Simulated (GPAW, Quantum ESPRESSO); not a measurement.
# Core-hole calculation of the In K edge in In (I4/mmm), part 3 of 4

Do two independent programs agree on the In K edge of In (I4/mmm)? The same cell and functional are run with XSpectra and with GPAW.

Quantum ESPRESSO 7.5 and GPAW 26.7.0; core-hole supercells, plane-wave PAW LDA.

So far. Step 7 (Spectrum with XCH, In atom 1 (Quantum ESPRESSO)): Main maxima below 30 eV (height): 4.7 eV (1.19) and 21.8 eV (1.03).  Step 8 (Ground state of the crystal (GPAW)): The mesh shows no gap, so the system is treated as a metal and the core electron is put at the Fermi level (neutral cell).

### Step 9. Spectrum without a core hole, In atom 1 (GPAW)

Level of this step: X-ray absorption from dipole matrix elements to empty bands, plane-wave PAW LDA (GPAW).

Without a hole the spectrum is the empty density of states of the right symmetry on the absorber, weighted by matrix elements. It needs only the small cell and serves as the baseline. The data set with a hole of occupation 0 only carries the core orbital.

xas.py reads:

```python
import numpy as np
from ase import Atoms
from ase.parallel import parprint, paropen
from gpaw import GPAW, PW, FermiDirac, Mixer, MixerDif, setup_paths
from gpaw.test import gen
setup_paths.insert(0, '.')
gen('In', name='nch1s', xcname='LDA', corehole=(1, 0, 0), write_xml=True)
from gpaw.mpi import world
world.barrier()

atoms = Atoms('In',
    cell=[[-1.62547, 1.62547, 2.4737],
     [1.62547, -1.62547, 2.4737],
     [1.62547, 1.62547, -2.4737]],
    scaled_positions=[[0, 0, 0]],
    pbc=True)
atoms.calc = calc = GPAW(legacy_gpaw=True, mode=PW(500, force_complex_dtype=True), xc='LDA', setups={0: 'nch1s'},
    kpts={'size': (15, 15, 15), 'gamma': True}, occupations=FermiDirac(0.1),
    charge=0, mixer=Mixer(0.1, 5, 50), maxiter=150,
    convergence={'density': 0.0001, 'eigenstates': 1e-6}, txt='scf.txt')
energy = atoms.get_potential_energy() + calc.get_reference_energy()
ef = calc.get_fermi_level()
out = dict(energy=energy, fermi=ef, forces=atoms.get_forces().tolist())
parprint(f'all-electron energy {energy:.4f} eV, Fermi level {ef:.4f} eV')
ev = np.array([[calc.get_eigenvalues(k, s) for k in range(len(calc.get_ibz_k_points()))] for s in range(calc.get_number_of_spins())])
out['homo'], out['lumo'], out['counts'] = ev[ev < ef].max(), ev[ev > ef].min(), sorted(set((ev < ef).sum((0, 2)).tolist()))
out['filled'] = (ev[:, 0] < ef).sum(1).tolist()

from ase.units import Ha
from gpaw.xas import dipole_matrix_elements
nb = int(calc.get_number_of_electrons() / 2) + 19
top = nb
nscf = calc.fixed_density(kpts={'size': (13, 13, 13), 'gamma': True},
    convergence={'eigenstates': 1.0}, txt='nscf.txt')
nscf.diagonalize_full_hamiltonian(nbands=nb)
cell = atoms.cell.array
ops = [cell.T @ U.T @ np.linalg.inv(cell.T) for U in nscf.wfs.kd.symmetry.op_scc]
E = np.arange(-25, 34, 0.1)
fwhm = np.interp(E, [4, 25], [7.91, 7.91])
Y, X, zero, highest = 0, 0, 1e9, 1e9
for spin in range(nscf.get_number_of_spins()):
    wfs = nscf.wfs
    mine = wfs.bd.get_slice()  # this rank's bands
    A = dipole_matrix_elements(wfs.setups[0])
    eps = np.zeros((wfs.kd.nibzkpts, nb))
    d = np.zeros((3, A.shape[1], wfs.kd.nibzkpts, nb), complex)
    for kpt in wfs.kpt_u:
        if kpt.s == spin and 0 in kpt.P_ani:
            eps[kpt.k, mine] = kpt.eps_n * Ha
            d[:, :, kpt.k, mine] = (kpt.weight * wfs.nspins / 2) ** 0.5 * np.inner(A, kpt.P_ani[0])
    world.sum(eps)
    world.sum(d)
    T = np.einsum('amkn,bmkn->abkn', d, d.conj()).real
    T = sum(np.einsum('ai,ijkn,bj->abkn', R, T, R) for R in ops) / len(ops)
    empty = eps > ef
    zero, highest = min(zero, eps[empty].min()), min(highest, eps[:, top - 1].min())
    lines = [(eps, T, empty)] if spin == 0 else lines + [(eps, T, empty)]
for eps, T, empty in lines:
    f = np.einsum('aakn->akn', T).reshape(3, -1)
    x = eps.ravel() - zero
    w = np.interp(x, E, fwhm) / 2.35482
    g = np.exp(-0.5 * ((E[:, None] - x) / w) ** 2) / (w * (2 * np.pi) ** 0.5)
    Y = Y + (f * empty.ravel()) @ g.T
    X = X + (f * ~empty.ravel()) @ g.T
out.update(E=E.round(2).tolist(), xas=Y.tolist(), xes=X.tolist(), zero=zero, valid=highest - zero, nk=len(eps), nb=nb)
for i in range(0, len(E), 10):
    parprint(f'{E[i]:7.2f}', *(f'{v:10.3e}' for v in Y[:, i]))
import json
with paropen('out.json', 'w') as f:
    json.dump(out, f)
```

On the command line:

```console
$ OMP_NUM_THREADS=1 mpirun -n 8 gpaw python xas.py
```

Numbers of over 12 decimals in the logs are rounded to 6 here.

What it wrote:

```text
Input parameters:
  convergence: {density: 0.0001,
                eigenstates: 1e-06}
  kpts: {gamma: True,
         size: (15, 15, 15)}
  maxiter: 150
  mixer: {backend: pulay,
          beta: 0.1,
          method: separate,
          nmaxold: 5,
          weight: 50}
  mode: {ecut: 500.0,
         force_complex_dtype: True,
         name: pw}
  occupations: {fixmagmom: False,
                name: fermi-dirac,
[...]
*d    :     0.311949
--------------------------------

Diagonalizing with gridspacing h=0.050

state   all-electron     PAW
-------------------------------
5s:      -0.311406    -0.312130
5p:      -0.099218    -0.099945
4d:      -0.688051    -0.689005
*f:                    0.063553
-------------------------------
all-electron energy -159837.7115 eV, Fermi level 6.6125 eV
[...]
32.00  1.530e-08  1.530e-08  1.503e-08
  33.00  1.505e-08  1.505e-08  1.438e-08
[key lines of the parts left out:]
Converged after 10 iterations.
Dipole moment: (0.000000, 0.000000, -0.000000) |e|*Ang
Free energy:     -3.428800
Fermi level: 6.61252
```

Wall time 39 s (8 MPI ranks of Arm Neoverse V1, shared host); peak memory 0.22 GiB.

The In K spectrum, In atom 1, no core hole (energy from the lowest empty level; intensity scaled to a mean of 1 over the first 20 eV; polarised curves are means over the symmetry-equivalent atoms):

```tsv
E (eV)	isotropic	ε ⊥ c	ε ∥ c
-2.0	0.30	0.30	0.31
-0.5	0.51	0.50	0.53
1.0	0.75	0.74	0.78
2.5	0.99	0.98	1.03
4.0	1.18	1.16	1.21
5.5	1.27	1.27	1.29
7.0	1.27	1.28	1.26
8.5	1.20	1.21	1.16
10.0	1.07	1.10	1.02
11.5	0.95	0.97	0.90
13.0	0.85	0.86	0.83
14.5	0.81	0.80	0.82
16.0	0.82	0.80	0.86
17.5	0.88	0.86	0.94
19.0	0.97	0.95	1.03
20.5	1.06	1.04	1.11
22.0	1.12	1.11	1.13
23.5	1.12	1.14	1.10
25.0	1.08	1.10	1.03
26.5	1.00	1.03	0.95
28.0	0.93	0.94	0.90
29.5	0.87	0.88	0.87
```

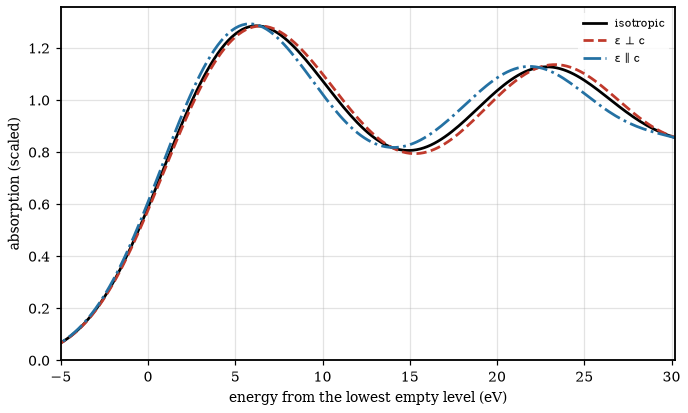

The In K edge, In atom 1, no core hole: main maxima at 6.2 and 22.8 eV.

Main maxima below 26 eV (height): 6.2 eV (1.29) and 22.8 eV (1.13). 

The same matrix elements for filled bands give the In K emission of In atom 1 (ground-state approximation; energy from the lowest empty level, largest value 1):

```tsv
E (eV)	emission
-24.0	0.00
-22.5	0.00
-21.0	0.00
-19.5	0.00
-18.0	0.00
-16.5	0.01
-15.0	0.02
-13.5	0.03
-12.0	0.07
-10.5	0.13
-9.0	0.25
-7.5	0.41
-6.0	0.62
-4.5	0.82
-3.0	0.97
-1.5	0.99
0.0	0.87
1.5	0.65
3.0	0.40
```

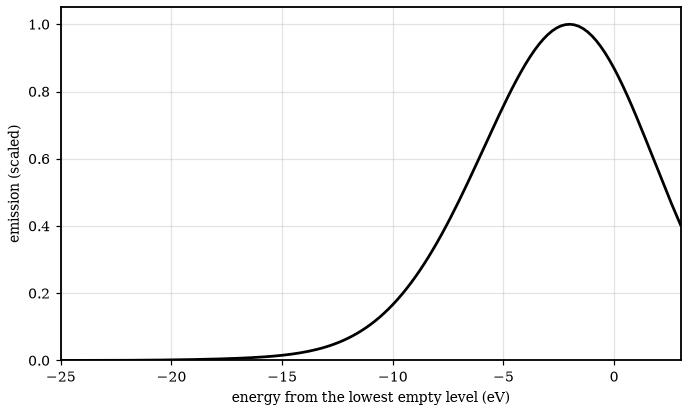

X-ray emission from the filled bands.

Emission maxima: -2.0 eV (1.00).

### Step 10. Reference energy of the supercell (GPAW)

Total energies of two programs can't be mixed, so the cell and mesh of GPAW's hole run get a reference energy of their own.

scf.py reads:

```python
import numpy as np
from ase import Atoms
from ase.parallel import parprint, paropen
from gpaw import GPAW, PW, FermiDirac, Mixer, MixerDif, setup_paths
from gpaw.test import gen
setup_paths.insert(0, '.')
gen('In', name='nch1s', xcname='LDA', corehole=(1, 0, 0), write_xml=True)
from gpaw.mpi import world
world.barrier()

atoms = Atoms('In8',
    cell=[[0, -6.50188, 0],
     [-6.50188, 0, 0],
     [3.25094, -3.25094, -4.9474]],
    scaled_positions=[[0, 0, 0],
     [0, 0, 0.5],
     [0.5, 0, 0],
     [0, 0.5, 0],
     [0.5, 0, 0.5],
     [0, 0.5, 0.5],
     [0.5, 0.5, 0],
     [0.5, 0.5, 0.5]],
    pbc=True)
atoms.calc = calc = GPAW(legacy_gpaw=True, mode=PW(500, force_complex_dtype=True), xc='LDA', setups={0: 'nch1s'},
    kpts={'size': (5, 5, 5), 'gamma': True}, occupations=FermiDirac(0.1),
    charge=0, mixer=Mixer(0.1, 5, 50), maxiter=150,
    convergence={'density': 0.0001, 'eigenstates': 1e-6}, txt='scf.txt')
energy = atoms.get_potential_energy() + calc.get_reference_energy()
ef = calc.get_fermi_level()
out = dict(energy=energy, fermi=ef, forces=atoms.get_forces().tolist())
parprint(f'all-electron energy {energy:.4f} eV, Fermi level {ef:.4f} eV')
ev = np.array([[calc.get_eigenvalues(k, s) for k in range(len(calc.get_ibz_k_points()))] for s in range(calc.get_number_of_spins())])
out['homo'], out['lumo'], out['counts'] = ev[ev < ef].max(), ev[ev > ef].min(), sorted(set((ev < ef).sum((0, 2)).tolist()))
out['filled'] = (ev[:, 0] < ef).sum(1).tolist()
import json
with paropen('out.json', 'w') as f:
    json.dump(out, f)
```

On the command line:

```console
$ OMP_NUM_THREADS=1 mpirun -n 8 gpaw python scf.py
```

What it wrote:

```text
Input parameters:
  convergence: {density: 0.0001,
                eigenstates: 1e-06}
  kpts: {gamma: True,
         size: (5, 5, 5)}
  maxiter: 150
  mixer: {backend: pulay,
          beta: 0.1,
          method: separate,
          nmaxold: 5,
          weight: 50}
  mode: {ecut: 500.0,
         force_complex_dtype: True,
         name: pw}
  occupations: {fixmagmom: False,
                name: fermi-dirac,
[...]
*s    :     0.688594
5p(1) :    -0.099218     1.008179
*p    :     0.900782
4d(10):    -0.688051     0.308169
*d    :     0.311949
--------------------------------

Diagonalizing with gridspacing h=0.050

state   all-electron     PAW
-------------------------------
5s:      -0.311406    -0.312130
5p:      -0.099218    -0.099945
4d:      -0.688051    -0.689005
*f:                    0.063553
-------------------------------
all-electron energy -1278701.7396 eV, Fermi level 6.5655 eV
[key lines of the parts left out:]
Converged after 10 iterations.
Dipole moment: (-0.000000, 0.000000, 0.000000) |e|*Ang
Free energy:    -27.471120
Fermi level: 6.56555
```

Run time: 26 s. Hardware: 8 MPI ranks; peak memory 0.23 GiB; 3.4 min of CPU time.

Reference energy: -1278701.740 eV with the cores included.

### Step 11. Spectrum with XCH, In atom 1 (GPAW)

The holes are 6.5 Å apart. The excited electron is kept in the cell, where it fills the lowest empty states and screens the hole. After the field has converged, empty bands are computed with the density fixed and the dipole matrix elements are summed.

Changes to xas.py since step 9:

```diff
@@ -6,3 +6,3 @@
 setup_paths.insert(0, '.')
-gen('In', name='nch1s', xcname='LDA', corehole=(1, 0, 0), write_xml=True)
+gen('In', name='fch1s', xcname='LDA', corehole=(1, 0, 1), write_xml=True)
 from gpaw.mpi import world
@@ -10,11 +10,18 @@
 
-atoms = Atoms('In',
-    cell=[[-1.62547, 1.62547, 2.4737],
-     [1.62547, -1.62547, 2.4737],
-     [1.62547, 1.62547, -2.4737]],
-    scaled_positions=[[0, 0, 0]],
+atoms = Atoms('In8',
+    cell=[[0, -6.50188, 0],
+     [-6.50188, 0, 0],
+     [3.25094, -3.25094, -4.9474]],
+    scaled_positions=[[0, 0, 0],
+     [0, 0, 0.5],
+     [0.5, 0, 0],
+     [0, 0.5, 0],
+     [0.5, 0, 0.5],
+     [0, 0.5, 0.5],
+     [0.5, 0.5, 0],
+     [0.5, 0.5, 0.5]],
     pbc=True)
-atoms.calc = calc = GPAW(legacy_gpaw=True, mode=PW(500, force_complex_dtype=True), xc='LDA', setups={0: 'nch1s'},
-    kpts={'size': (15, 15, 15), 'gamma': True}, occupations=FermiDirac(0.1),
-    charge=0, mixer=Mixer(0.1, 5, 50), maxiter=150,
+atoms.calc = calc = GPAW(legacy_gpaw=True, mode=PW(500, force_complex_dtype=True), xc='LDA', setups={0: 'fch1s'},
+    kpts={'size': (5, 5, 5), 'gamma': True}, occupations=FermiDirac(0.1),
+    charge=-1, mixer=Mixer(0.1, 5, 50), maxiter=150,
     convergence={'density': 0.0001, 'eigenstates': 1e-6}, txt='scf.txt')
@@ -30,10 +37,9 @@
 from gpaw.xas import dipole_matrix_elements
-nb = int(calc.get_number_of_electrons() / 2) + 19
-top = nb
-nscf = calc.fixed_density(kpts={'size': (13, 13, 13), 'gamma': True},
-    convergence={'eigenstates': 1.0}, txt='nscf.txt')
-nscf.diagonalize_full_hamiltonian(nbands=nb)
+nb = int(calc.get_number_of_electrons() / 2) + 127
+top, nb = nb, nb + 8 + nb // 12
+nscf = calc.fixed_density(kpts={'size': (6, 6, 6), 'gamma': True}, nbands=nb,
+    convergence={'bands': top, 'eigenstates': 5e-3}, maxiter=60, txt='nscf.txt')
 cell = atoms.cell.array
 ops = [cell.T @ U.T @ np.linalg.inv(cell.T) for U in nscf.wfs.kd.symmetry.op_scc]
-E = np.arange(-25, 34, 0.1)
+E = np.arange(-6, 34, 0.1)
 fwhm = np.interp(E, [4, 25], [7.91, 7.91])
```

On the command line:

```console
$ OMP_NUM_THREADS=1 mpirun -n 8 gpaw python xas.py
```

What it wrote:

```text
Input parameters:
  charge: -1
  convergence: {density: 0.0001,
                eigenstates: 1e-06}
  kpts: {gamma: True,
         size: (5, 5, 5)}
  maxiter: 150
  mixer: {backend: pulay,
          beta: 0.1,
          method: separate,
          nmaxold: 5,
          weight: 50}
  mode: {ecut: 500.0,
         force_complex_dtype: True,
         name: pw}
  occupations: {fixmagmom: False,
                name: fermi-dirac,
                width: 0.1}
  setups: {0: fch1s}

Initialize ...

[... PAW data sets ...]

Reference energy: -1250672.936909  # eV

Spin-paired calculation

[... convergence settings ...]
Symmetries present (total): 16
  [... symmetry matrices ...]

125 k-points: 5 x 5 x 5 Monkhorst-Pack grid
18 k-points in the irreducible part of the Brillouin zone
       k-points in crystal coordinates                weights
   0:     0.00000000    0.00000000    0.00000000          1/125
   1:     0.00000000    0.00000000    0.20000000          2/125
   2:     0.00000000    0.00000000    0.40000000          2/125
   3:     0.20000000    0.00000000   -0.40000000          4/125
   4:     0.20000000    0.00000000    0.20000000          8/125
   5:     0.20000000    0.00000000    0.40000000          8/125
   6:     0.20000000    0.20000000    0.00000000          4/125
   7:     0.20000000    0.20000000    0.20000000          8/125
   8:     0.20000000    0.20000000    0.40000000          8/125
   9:     0.40000000    0.00000000   -0.20000000          8/125
          ...
  17:     0.40000000    0.40000000    0.40000000          8/125

Wave functions: Plane wave expansion
  Cutoff energy: 500.000 eV
  Number of coefficients (min, max): 5287, 5322
  Pulay-stress correction: 0.000000 eV/Ang^3 (de/decut=0.000000)
  Using FFTW library
  Wavefunction extrapolation:
    Improved wavefunction reuse through dual PAW basis

Occupation numbers: Fermi-Dirac:
  width: 0.1000  # eV

Eigensolver
   Davidson(niter=2)

Densities:
  Coarse grid: 35*35*35 grid
  Fine grid: 70*70*70 grid
  Total Charge: 0.000000

Density mixing:
  Method: separate
  Backend: pulay
  Linear mixing parameter: 0.1
  old densities: 5
  Width of damping distribution: 1.1
  Damping of long wavelength oscillations: 50

[... Hamiltonian set-up ...]
Number of atoms: 8
Number of atomic orbitals: 72
Number of bands in calculation: 67
Number of valence electrons: 105
Bands to converge: occupied

... initialized

Initializing position-dependent things.

Density initialized from atomic densities
Creating initial wave functions:
  67 bands from LCAO basis set

          In      In
        In      In

             In      In
           In      In

Atomic positions and initial magnetic moments

Positions:
   0 In     0.000000    0.000000    0.000000    ( 0.0000,  0.0000,  0.0000)
   1 In     1.625470   -1.625470   -2.473700    ( 0.0000,  0.0000,  0.0000)
   2 In     0.000000   -3.250940    0.000000    ( 0.0000,  0.0000,  0.0000)
   3 In    -3.250940    0.000000    0.000000    ( 0.0000,  0.0000,  0.0000)
   4 In     1.625470   -4.876410   -2.473700    ( 0.0000,  0.0000,  0.0000)
   5 In    -1.625470   -1.625470   -2.473700    ( 0.0000,  0.0000,  0.0000)
   6 In    -3.250940   -3.250940    0.000000    ( 0.0000,  0.0000,  0.0000)
   7 In    -1.625470   -4.876410   -2.473700    ( 0.0000,  0.0000,  0.0000)

Unit cell:
           periodic     x           y           z      points  spacing
  1. axis:    yes    0.000000   -6.501880    0.000000    35     0.1553
  2. axis:    yes   -6.501880    0.000000    0.000000    35     0.1553
  3. axis:    yes    3.250940   -3.250940   -4.947400    35     0.1414

  Lengths:   6.501880   6.501880   6.753813
  Angles:  118.773534  61.226466  90.000000

Effective grid spacing dv^(1/3) = 0.1696

iter:   1   -37.961910
iter:   2   -36.954066   -1.85  -1.39
iter:   3   -35.975265   -1.89  -1.48
iter:   4   -35.915202   -3.23  -1.71
iter:   5   -35.846413   -2.34  -1.79
iter:   6   -35.825264   -4.02  -2.60
iter:   7   -35.815672c  -3.65  -2.83
iter:   8   -35.815073c  -5.26  -3.18
iter:   9   -35.814731c  -5.39  -3.28
iter:  10   -35.814667c  -5.70  -3.40
iter:  11   -35.814650c  -6.94c -3.45
iter:  12   -35.814641c  -6.64c -3.52
iter:  13   -35.814640c  -8.17c -3.88
iter:  14   -35.814628c  -7.31c -3.94
iter:  15   -35.814622c  -7.29c -4.36c

Converged after 15 iterations.

Dipole moment: (-0.000000, 0.000000, 0.000000) |e|*Ang

Energy contributions relative to reference atoms: (reference = -1250672.936909)

Kinetic:        +84.982327
Potential:      -80.605441
External:        +0.000000
XC:             -41.635633
Entropy (-ST):   -0.102445
Local:           +1.495347
SIC:             +0.000000
--------------------------
Free energy:    -35.865845
Extrapolated:   -35.814622

Showing only first 2 kpts
 Kpt  Band  Eigenvalues  Occupancy
  0    50      3.92798    2.00000
  0    51      4.59848    2.00000
  0    52      4.59848    2.00000
  0    53      4.64316    2.00000

  1    50      4.80362    2.00000
  1    51      4.96202    2.00000
  1    52      4.96202    2.00000
[...]
Fermi level: 6.75406

No gap
No difference between direct/indirect transitions

Forces in eV/Ang:
  0 In    0.00000   -0.00000    0.00000
  1 In   -0.00000   -0.00000    0.00000
  2 In    0.00000   -0.00000    0.00000
  3 In    0.00000    0.00000    0.00000
  4 In    0.00000    0.00000   -0.00000
  5 In    0.00000   -0.00000    0.00000
  6 In    0.00000    0.00000    0.00000
  7 In   -0.00000    0.00000   -0.00000
Scalar-relativistic atomic LDA calculation for In (Indium, Z=49)
Core hole in 1s state (1s occupation: 1.0)
750 radial gridpoints.
|------------------------------------------------|
|------------------------------------------------|
[... the atom generator's iteration count ...]

Energy contributions:
-------------------------
Kinetic:    +5011.498431
XC:          -139.186330
Potential:  -9717.082001
-------------------------
Total:      -4844.769900

state      eigenvalue         ekin         rmax
-----------------------------------------------
1s^1.0 : -1041.429737  1307.814509        0.019
2s^2.0 :  -158.894443   276.621694        0.107
2p^6.0 :  -144.457712   265.266805        0.085
3s^2.0 :   -30.906173    78.936934        0.310
3p^6.0 :   -25.920716    73.967952        0.302
3d^10.0:   -17.751812    67.653522        0.251
4s^2.0 :    -5.129466    21.303129        0.750
4p^6.0 :    -3.583045    18.210022        0.788
4d^10.0:    -1.255654    12.089910        0.885
5s^2.0 :    -0.660150     2.990870        1.992
5p^1.0 :    -0.387573     1.875673        2.413
-----------------------------------------------
(units: Bohr and Hartree)

Generating PAW setup
Kinetic energy of the core from tauc = 5003.343445099466
Cutoffs:
rc(s)=2.240
rc(p)=2.350
rc(d)=2.170
rc(vbar)=2.230
rc(comp)=2.150
rc(nct)=2.350

Kinetic energy of the core states: 4882.741918
Charge: 1.0
Core electrons: 35.0
Valence electrons: 13.0
Pseudo-core charge: 0.399899
Shape function alpha=2.163
Pseudo-electron charge 6.108974
state    eigenvalue         norm
--------------------------------
5s(2) :    -0.660150     1.151852
*s    :     0.339850
5p(1) :    -0.387573     1.028477
*p    :     0.612427
4d(10):    -1.255654     0.237689
*d    :    -0.255654
--------------------------------

Diagonalizing with gridspacing h=0.050

state   all-electron     PAW
-------------------------------
5s:      -0.660150    -0.661222
5p:      -0.387573    -0.389203
4d:      -1.255654    -1.256519
*f:                   -0.025681
-------------------------------
all-electron energy -1250708.7515 eV, Fermi level 6.7541 eV
[...]
31.00  1.458e-08  1.458e-08  1.470e-08
  32.00  1.460e-08  1.460e-08  1.446e-08
  33.00  1.455e-08  1.455e-08  1.409e-08
```

It took 2 min on 8 MPI ranks; peak memory 0.43 GiB; 16 min of CPU time.

(Continued in part 4 of 4.)

[Banner, clock and machine lines of the logs are left out without a mark of their own.]

[Logs are printed without paths, hosts, clocks, repeated set-up lines and the standing remarks that a program may print on its own settings, such as how far it seeks lower states.]

[Hosts, paths, dates, database ids (printed as entryN), source tags and the programs' standing remarks are cut or masked in the printed files.]

[Lists of maxima count a maximum above −3 eV only where it reaches 4 % of the highest in the window and stands out from its surroundings by 2 % of it (1.5 % where it reaches 55 %); shoulders and weaker maxima are passed over, and of the rest the first, up to two pre-edge ones and the few strongest are named.]
